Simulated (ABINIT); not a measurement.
# A GW chain in ABINIT: AlN (P6_3mc), part 2 of 3

How does a plane-wave GW calculation on AlN (P6_3mc) run from the first input to the gap?

ABINIT 10.8.3; LDA and many-body steps on it, plane waves. Known limits of the many-body steps: not at the basis limit; coarse k mesh.

So far. Step 2 (Ground state): The gap is direct, at Γ.

The database entry behind the starting cell differs from later determinations by our own check (inner coordinate u about 0.002 short), so it need not match the best structure at ambient conditions.

### Step 3. Bands along the symmetry lines

Level of this step: DFT, LDA, plane waves, norm-conserving pseudopotentials (ABINIT).

The cheap functional maps the bands first; the places of the edges decide which points the dearer methods must see.

The input, run.abi:

```
acell 3*1.0 Angstrom
rprim 
  3.113000000011 -0.000000000003 0.000000000000
  -1.556500000003 2.695937081992 0.000000000000
  0.000000000000 0.000000000000 4.981000000000
ntypat 2
znucl 13 7
natom 4
typat 1 1 2 2
xred 
  0.333333333333 0.666666666667 0.000000000000
  0.666666666667 0.333333333333 0.500000000000
  0.333333333333 0.666666666667 0.380000000000
  0.666666666667 0.333333333333 0.880000000000
pp_dirpath "pseudos"
pseudos "Al.upf, N.upf"
ecut 36
iscf -2
irdden 1
kptopt 0
nkpt 75
kpt 
  0.00000000 0.00000000 0.00000000
  0.06250000 0.00000000 0.00000000
  0.12500000 0.00000000 0.00000000
  0.18750000 0.00000000 0.00000000
  0.25000000 0.00000000 0.00000000
  0.31250000 0.00000000 0.00000000
  0.37500000 0.00000000 0.00000000
  0.43750000 0.00000000 0.00000000
  0.50000000 0.00000000 0.00000000
  0.47916667 0.04166667 0.00000000
  0.45833333 0.08333333 0.00000000
  0.43750000 0.12500000 0.00000000
  0.41666666 0.16666666 0.00000000
  0.39583333 0.20833333 0.00000000
  0.37500000 0.25000000 0.00000000
  0.35416666 0.29166666 0.00000000
  0.33333333 0.33333333 0.00000000
  0.29166666 0.29166666 0.00000000
  0.25000000 0.25000000 0.00000000
  0.20833333 0.20833333 0.00000000
  0.16666666 0.16666666 0.00000000
  0.12500000 0.12500000 0.00000000
  0.08333333 0.08333333 0.00000000
  0.04166667 0.04166667 0.00000000
  0.00000000 0.00000000 0.00000000
  0.00000000 0.00000000 0.06250000
  0.00000000 0.00000000 0.12500000
  0.00000000 0.00000000 0.18750000
  0.00000000 0.00000000 0.25000000
  0.00000000 0.00000000 0.31250000
  0.00000000 0.00000000 0.37500000
  0.00000000 0.00000000 0.43750000
  0.00000000 0.00000000 0.50000000
  0.06250000 0.00000000 0.50000000
  0.12500000 0.00000000 0.50000000
  0.18750000 0.00000000 0.50000000
  0.25000000 0.00000000 0.50000000
  0.31250000 0.00000000 0.50000000
  0.37500000 0.00000000 0.50000000
  0.43750000 0.00000000 0.50000000
  0.50000000 0.00000000 0.50000000
  0.47916667 0.04166667 0.50000000
  0.45833333 0.08333333 0.50000000
  0.43750000 0.12500000 0.50000000
  0.41666666 0.16666666 0.50000000
  0.39583333 0.20833333 0.50000000
  0.37500000 0.25000000 0.50000000
  0.35416666 0.29166666 0.50000000
  0.33333333 0.33333333 0.50000000
  0.29166666 0.29166666 0.50000000
  0.25000000 0.25000000 0.50000000
  0.20833333 0.20833333 0.50000000
  0.16666666 0.16666666 0.50000000
  0.12500000 0.12500000 0.50000000
  0.08333333 0.08333333 0.50000000
  0.04166667 0.04166667 0.50000000
  0.00000000 0.00000000 0.50000000
  0.50000000 0.00000000 0.50000000
  0.50000000 0.00000000 0.43750000
  0.50000000 0.00000000 0.37500000
  0.50000000 0.00000000 0.31250000
  0.50000000 0.00000000 0.25000000
  0.50000000 0.00000000 0.18750000
  0.50000000 0.00000000 0.12500000
  0.50000000 0.00000000 0.06250000
  0.50000000 0.00000000 0.00000000
  0.33333333 0.33333333 0.50000000
  0.33333333 0.33333333 0.43750000
  0.33333333 0.33333333 0.37500000
  0.33333333 0.33333333 0.31250000
  0.33333333 0.33333333 0.25000000
  0.33333333 0.33333333 0.18750000
  0.33333333 0.33333333 0.12500000
  0.33333333 0.33333333 0.06250000
  0.33333333 0.33333333 0.00000000
istwfk *1
nband 15
nbdbuf 2
tolwfr 1e-08
nstep 40
prtwf 0
prtvol 0
indata_prefix "in"
outdata_prefix "out"
tmpdata_prefix "tmp"
```

Command:

```sh
> OMP_NUM_THREADS=1 mpirun -n 4 abinit run.abi > log
```

Numbers of over 12 decimals in the logs are rounded to 6 here.

Log:

```text
.Version 10.8.3 of ABINIT. v10.8.2 released Aug 2026.

 Symmetries : space group P6_3 m c (#186); Bravais hP (primitive hexag.)
[... echo of the input left out ...]
== DATASET  1 ==================================================================
-   mpi_nproc: 4, omp_nthreads: 1 (-1 if OMP is not activated)

--- !DatasetInfo
iteration_state: {dtset: 1, }
dimensions: {natom: 4, nkpt: 75, mband: 15, nsppol: 1, nspinor: 1, nspden: 1, mpw: 2937, }
cutoff_energies: {ecut:  36.0, pawecutdg:  -1.0, }
electrons: {nelect:   1.60000000E+01, charge:   0.00000000E+00, occopt:   1.00000000E+00, tsmear:   1.00000000E-02, }

 Real(R)+Recip(G) space primitive vectors, cartesian coordinates (Bohr,Bohr^-1):
 R(1)=  5.8827174  0.0000000  0.0000000  G(1)=  0.1699895  0.0981435  0.0000000
 R(2)= -2.9413587  5.0945827  0.0000000  G(2)=  0.0000000  0.1962869  0.0000000
 R(3)=  0.0000000  0.0000000  9.4127258  G(3)=  0.0000000  0.0000000  0.1062392
 Unit cell volume ucvol=  2.8209931E+02 bohr^3
 Angles (23,13,12)=  9.00000000E+01  9.00000000E+01  1.20000000E+02 degrees

 getcut: wavevector=  0.0000  0.0000  0.0000  ngfft=  32  32  54
         ecut(hartree)=     36.000   => boxcut(ratio)=   2.01398

--- Pseudopotential description ------------------------------------------------
- Al Generated using ONCVPSP code by D. R. Hamann
- 13.00000   3.00000  180309                  znucl, zion, pspdat
12 -1012 2 -1 1854                            pspcod,pspxc,lmax,lloc,mmax
     nproj     2     2     2
  pspatm : epsatm=    0.57439143
         --- l  ekb(1:nproj) -->
             0    5.725870    0.726131
             1    6.190420    0.914022
             2   -4.229503   -0.925599
 pspatm: atomic psp has been read  and splines computed

- N Generated using ONCVPSP code by D. R. Hamann
-  7.00000   5.00000  180309                  znucl, zion, pspdat
12 -1012 1 -1 1058                            pspcod,pspxc,lmax,lloc,mmax
     nproj     2     2     0
  pspatm : epsatm=    5.30777321
         --- l  ekb(1:nproj) -->
[...]
pspatm: atomic psp has been read  and splines computed

--------------------------------------------------------------------------------

================================================================================
 prteigrs : about to open file out_EIG
 Non-SCF case, kpt    1 (  0.00000  0.00000  0.00000), residuals and eigenvalues=
  1.09E-09  3.28E-09  9.57E-09  4.92E-09  8.16E-09  1.60E-09  4.79E-09  6.45E-09
  3.89E-09  3.40E-09  8.64E-09  3.28E-09  9.52E-09  6.81E-06  9.29E-09
 -3.4284E-01 -2.6113E-01 -1.3403E-02  1.7723E-01  1.7723E-01  2.0143E-01
  2.0143E-01  2.0797E-01  3.6434E-01  4.4914E-01  5.9278E-01  6.1208E-01
[...]
Non-SCF case, kpt    2 (  0.06250  0.00000  0.00000), residuals and eigenvalues=
  6.78E-09  7.08E-09  8.43E-09  3.54E-09  1.97E-09  3.34E-09  2.64E-09  7.22E-09
[...]
Non-SCF case, kpt   74 (  0.33333  0.33333  0.06250), residuals and eigenvalues=
[...]
Non-SCF case, kpt   75 (  0.33333  0.33333  0.00000), residuals and eigenvalues=
[...]
-2.4796E-01 -2.4796E-01  3.0344E-02  6.8672E-02  6.8672E-02  1.1837E-01
  1.1986E-01  1.1986E-01  3.8972E-01  5.1159E-01  5.6023E-01  5.6023E-01
[...]
--- !ResultsGS
iteration_state: {dtset: 1, }
comment   : Summary of ground state results
lattice_vectors:
- [  5.8827174,  -0.0000000,   0.0000000, ]
- [ -2.9413587,   5.0945827,   0.0000000, ]
- [  0.0000000,   0.0000000,   9.4127258, ]
lattice_lengths: [   5.88272,    5.88272,    9.41273, ]
lattice_angles: [ 90.000,  90.000, 120.000, ] # degrees, (23, 13, 12)
lattice_volume:   2.8209931E+02
convergence: {deltae:  0.000E+00, res2:  0.000E+00, residm:  9.965E-09, diffor:  0.000E+00, }
etotal    :  -2.56861475E+01
entropy   :   0.00000000E+00
fermie    :   2.07969323E-01
cartesian_stress_tensor: null
pressure_GPa: null
xred      :
- [  3.3333E-01,   6.6667E-01,   1.1102E-16, Al]
- [  6.6667E-01,   3.3333E-01,   5.0000E-01, Al]
- [  3.3333E-01,   6.6667E-01,   3.8000E-01,  N]
- [  6.6667E-01,   3.3333E-01,   8.8000E-01,  N]
cartesian_forces: null
force_length_stats: {min: null, max: null, mean: null, }

 Integrated electronic density in atomic spheres:
 ------------------------------------------------
 Atom  Sphere_radius  Integrated_density
[...]
================================================================================

 ----iterations are completed or convergence reached----

 Mean square residual over all n,k,spin=   47.778E-10; max=  99.653E-10
 reduced coordinates (array xred) for    4 atoms
[...]
0.333333333333      0.666666666667      0.380000000000
       0.666666666667      0.333333333333      0.880000000000

 cartesian coordinates (angstrom) at end:
    1      1.67e-12     1.797291     0.000000
    2      1.556500     0.898646     2.490500
    3      1.67e-12     1.797291     1.892780
    4      1.556500     0.898646     4.383280
 length scales=  1.889726125908  1.889726125908  1.889726125908 bohr
              =  1.000000000000  1.000000000000  1.000000000000 angstroms
 prteigrs : about to open file out_EIG
 Eigenvalues (hartree) for nkpt=  75  k points:
 kpt#   1, nband= 15, wtk=  1.00000, kpt=  0.0000  0.0000  0.0000 (reduced coord)
[...]
kpt#   2, nband= 15, wtk=  1.00000, kpt=  0.0625  0.0000  0.0000 (reduced coord)
[...]
kpt#   3, nband= 15, wtk=  1.00000, kpt=  0.1250  0.0000  0.0000 (reduced coord)
[...]
kpt#  74, nband= 15, wtk=  1.00000, kpt=  0.3333  0.3333  0.0625 (reduced coord)
  -0.24789   -0.24789    0.03094    0.06587    0.06587    0.11704    0.12332    0.12332
   0.39192    0.51133    0.55693    0.55693    0.62711    0.62711    0.68480
 kpt#  75, nband= 15, wtk=  1.00000, kpt=  0.3333  0.3333  0.0000 (reduced coord)
  -0.24796   -0.24796    0.03034    0.06867    0.06867    0.11837    0.11986    0.11986
   0.38972    0.51159    0.56023    0.56023    0.62617    0.62617    0.68488

== END DATASET(S) ==============================================================
================================================================================

 -outvars: echo values of variables after computation  --------
            nband          15
             nkpt          75
          spgroup         186
 [... the other variables as echoed above ...]

 Calculation completed.
```

It took 20 s on 4 MPI ranks of Arm Neoverse N1, shared host; peak memory 0.29 GiB.

Numbers from this step:

```yaml
gap: 4.255 eV
k_of_the_valence_top: 0, 0, 0
k_of_the_conduction_bottom: 0, 0, 0
least_direct_gap: 4.255 eV
```

The gap is 4.255 eV, as in the run before at this level.

Electronic bands along the path, in eV, zero at the top of the highest filled band; v1 is the highest filled band, c1 the lowest empty one:

```csv
point,v4,v3,v2,v1,c1,c2,c3,c4
Γ,-0.84,-0.18,-0.18,0.00,4.25,6.56,10.47,11.00
M,-3.36,-2.08,-1.79,-0.66,5.70,5.72,8.11,10.17
K,-3.79,-2.44,-2.40,-2.40,4.95,8.26,9.59,9.59
Γ,-0.84,-0.18,-0.18,0.00,4.25,6.56,10.47,11.00
A,-0.52,-0.52,-0.52,-0.52,6.43,6.43,10.17,10.17
L,-1.45,-1.45,-1.36,-1.36,5.23,5.23,9.14,9.14
H,-3.87,-3.87,-0.79,-0.79,7.33,7.33,7.77,7.77
A,-0.52,-0.52,-0.52,-0.52,6.43,6.43,10.17,10.17
jump to L,-1.45,-1.45,-1.36,-1.36,5.23,5.23,9.14,9.14
M,-3.36,-2.08,-1.79,-0.66,5.70,5.72,8.11,10.17
jump to H,-3.87,-3.87,-0.79,-0.79,7.33,7.33,7.77,7.77
K,-3.79,-2.44,-2.40,-2.40,4.95,8.26,9.59,9.59
```

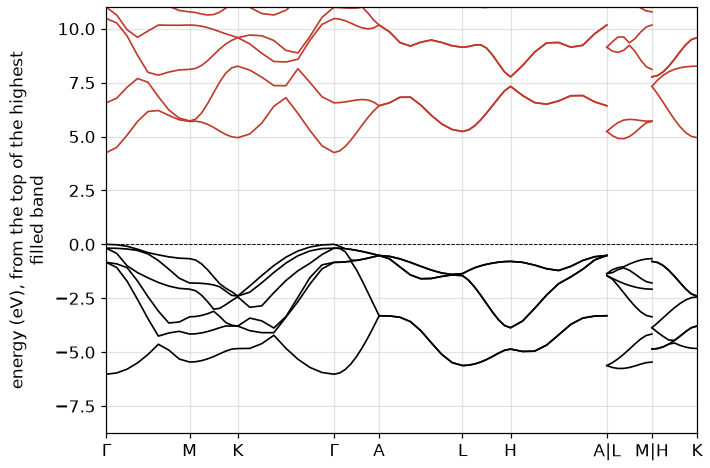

Electronic bands along the path; lines of filled and empty bands in two colours.

### Step 4. Empty states on the mesh, 3×3×2 mesh, 43 bands

The sums over transitions need many empty states on a uniform mesh; this step solves for them.

The input, run.abi:

```
acell 3*1.0 Angstrom
rprim 
  3.113000000011 -0.000000000003 0.000000000000
  -1.556500000003 2.695937081992 0.000000000000
  0.000000000000 0.000000000000 4.981000000000
ntypat 2
znucl 13 7
natom 4
typat 1 1 2 2
xred 
  0.333333333333 0.666666666667 0.000000000000
  0.666666666667 0.333333333333 0.500000000000
  0.333333333333 0.666666666667 0.380000000000
  0.666666666667 0.333333333333 0.880000000000
pp_dirpath "pseudos"
pseudos "Al.upf, N.upf"
ecut 36
ngkpt 3 3 2
nshiftk 1
shiftk 0 0 0
kptopt 1
chksymbreak 0
iscf -2
irdden 1
istwfk *1
nband 43
nbdbuf 4
tolwfr 1e-09
nstep 60
prtvol 0
indata_prefix "in"
outdata_prefix "out"
tmpdata_prefix "tmp"
```

Log:

```text
.Version 10.8.3 of ABINIT. v10.8.2 released Aug 2026.

 Symmetries : space group P6_3 m c (#186); Bravais hP (primitive hexag.)
[... echo of the input left out ...]
== DATASET  1 ==================================================================
-   mpi_nproc: 4, omp_nthreads: 1 (-1 if OMP is not activated)

--- !DatasetInfo
iteration_state: {dtset: 1, }
dimensions: {natom: 4, nkpt: 6, mband: 43, nsppol: 1, nspinor: 1, nspden: 1, mpw: 2934, }
cutoff_energies: {ecut:  36.0, pawecutdg:  -1.0, }
electrons: {nelect:   1.60000000E+01, charge:   0.00000000E+00, occopt:   1.00000000E+00, tsmear:   1.00000000E-02, }

 Real(R)+Recip(G) space primitive vectors, cartesian coordinates (Bohr,Bohr^-1):
 R(1)=  5.8827174  0.0000000  0.0000000  G(1)=  0.1699895  0.0981435  0.0000000
 R(2)= -2.9413587  5.0945827  0.0000000  G(2)=  0.0000000  0.1962869  0.0000000
 R(3)=  0.0000000  0.0000000  9.4127258  G(3)=  0.0000000  0.0000000  0.1062392
 Unit cell volume ucvol=  2.8209931E+02 bohr^3
 Angles (23,13,12)=  9.00000000E+01  9.00000000E+01  1.20000000E+02 degrees

 getcut: wavevector=  0.0000  0.0000  0.0000  ngfft=  32  32  54
         ecut(hartree)=     36.000   => boxcut(ratio)=   2.01398

--- Pseudopotential description ------------------------------------------------
- Al Generated using ONCVPSP code by D. R. Hamann
- 13.00000   3.00000  180309                  znucl, zion, pspdat
12 -1012 2 -1 1854                            pspcod,pspxc,lmax,lloc,mmax
     nproj     2     2     2
  pspatm : epsatm=    0.57439143
         --- l  ekb(1:nproj) -->
             0    5.725870    0.726131
             1    6.190420    0.914022
             2   -4.229503   -0.925599
 pspatm: atomic psp has been read  and splines computed

- N Generated using ONCVPSP code by D. R. Hamann
-  7.00000   5.00000  180309                  znucl, zion, pspdat
12 -1012 1 -1 1058                            pspcod,pspxc,lmax,lloc,mmax
     nproj     2     2     0
  pspatm : epsatm=    5.30777321
         --- l  ekb(1:nproj) -->
[...]
pspatm: atomic psp has been read  and splines computed

--------------------------------------------------------------------------------

================================================================================
 prteigrs : about to open file out_EIG
 Non-SCF case, kpt    1 (  0.00000  0.00000  0.00000), residuals and eigenvalues=
  6.29E-10  3.48E-10  1.12E-10  1.26E-10  2.41E-10  1.26E-10  2.32E-10  9.62E-11
  1.28E-10  3.32E-10  1.28E-10  6.62E-11  3.92E-10  1.36E-10  9.71E-11  1.44E-10
  4.47E-10  4.73E-10  1.61E-10  2.12E-10  9.14E-10  5.69E-10  7.67E-10  4.87E-10
[...]
-3.4284E-01 -2.6113E-01 -1.3403E-02  1.7723E-01  1.7723E-01  2.0143E-01
  2.0143E-01  2.0797E-01  3.6434E-01  4.4914E-01  5.9278E-01  6.1208E-01
  6.1208E-01  6.8368E-01  6.8472E-01  6.8472E-01  7.3661E-01  7.3661E-01
  7.4691E-01  8.3982E-01  8.3982E-01  9.1501E-01  1.0207E+00  1.0346E+00
  1.0346E+00  1.0887E+00  1.1899E+00  1.1899E+00  1.2839E+00  1.3549E+00
  1.3629E+00  1.3629E+00  1.4645E+00  1.4645E+00  1.5356E+00  1.5356E+00
  1.5768E+00  1.5989E+00  1.6239E+00  1.6239E+00  1.6694E+00  1.7696E+00
  1.8444E+00
 prteigrs : prtvol=0 or 1, do not print more k-points.

--- !ResultsGS
iteration_state: {dtset: 1, }
comment   : Summary of ground state results
lattice_vectors:
- [  5.8827174,  -0.0000000,   0.0000000, ]
- [ -2.9413587,   5.0945827,   0.0000000, ]
- [  0.0000000,   0.0000000,   9.4127258, ]
lattice_lengths: [   5.88272,    5.88272,    9.41273, ]
lattice_angles: [ 90.000,  90.000, 120.000, ] # degrees, (23, 13, 12)
lattice_volume:   2.8209931E+02
convergence: {deltae:  0.000E+00, res2:  0.000E+00, residm:  9.942E-10, diffor:  0.000E+00, }
etotal    :  -2.56861475E+01
entropy   :   0.00000000E+00
fermie    :   2.07969323E-01
cartesian_stress_tensor: null
pressure_GPa: null
xred      :
- [  3.3333E-01,   6.6667E-01,   1.1102E-16, Al]
- [  6.6667E-01,   3.3333E-01,   5.0000E-01, Al]
- [  3.3333E-01,   6.6667E-01,   3.8000E-01,  N]
- [  6.6667E-01,   3.3333E-01,   8.8000E-01,  N]
cartesian_forces: null
force_length_stats: {min: null, max: null, mean: null, }

 Integrated electronic density in atomic spheres:
 ------------------------------------------------
 Atom  Sphere_radius  Integrated_density
[...]
================================================================================

 ----iterations are completed or convergence reached----

 Mean square residual over all n,k,spin=   41.962E-11; max=  99.424E-11
 reduced coordinates (array xred) for    4 atoms
[...]
0.666666666667      0.333333333333      0.880000000000

 cartesian coordinates (angstrom) at end:
    1      1.67e-12     1.797291     0.000000
    2      1.556500     0.898646     2.490500
    3      1.67e-12     1.797291     1.892780
    4      1.556500     0.898646     4.383280
 length scales=  1.889726125908  1.889726125908  1.889726125908 bohr
              =  1.000000000000  1.000000000000  1.000000000000 angstroms
 prteigrs : about to open file out_EIG
 Eigenvalues (hartree) for nkpt=   6  k points:
 kpt#   1, nband= 43, wtk=  0.05556, kpt=  0.0000  0.0000  0.0000 (reduced coord)
[...]
1.03456    1.08873    1.18993    1.18993    1.28390    1.35488    1.36289    1.36289
   1.46450    1.46450    1.53559    1.53559    1.57683    1.59889    1.62390    1.62390
   1.66942    1.76957    1.84440
 prteigrs : prtvol=0 or 1, do not print more k-points.

== END DATASET(S) ==============================================================
================================================================================

 -outvars: echo values of variables after computation  --------
            nband          43
             nkpt           6
          spgroup         186
 [... the other variables as echoed above ...]

 Calculation completed.
```

Run time: 9.8 s. Hardware: 4 MPI ranks; peak memory 0.25 GiB; 39 s of CPU time.

Numbers from this step:

* gap: 4.255 eV
* k of the valence top: 0, 0, 0
* k of the conduction bottom: 0, 0, 0
* least direct gap: 4.255 eV
* k points computed: 6
* lowest point of the top converged band, above the valence top: 38.43 eV

On this mesh the gap is 4.255 eV.

(Continued in part 3 of 3.)

[Paths, hosts, dates, memory and timing lines, banners, echoed tables and standing remarks are left out of the program output.]

[Logs are printed without paths, hosts, clocks, repeated set-up lines and the standing remarks that a program may print on its own settings, such as how far it seeks lower states.]

[Runs of the session that timed out or met a known fault of the program may be left out.]

[Hosts, paths, dates, database ids (printed as entryN), source tags and the programs' standing remarks are cut or masked in the printed files.]

[G0W0 gaps are taken among the corrected bands and points alone; a level outside them can change the order at an edge.]

[Where Ansatz stands beside ABINIT at settings called matched, ABINIT's density can come from a denser mesh and the files from another edition; pairs whose starting gaps differed by over 0.03 eV were left out, so agreement reads better than it is.]
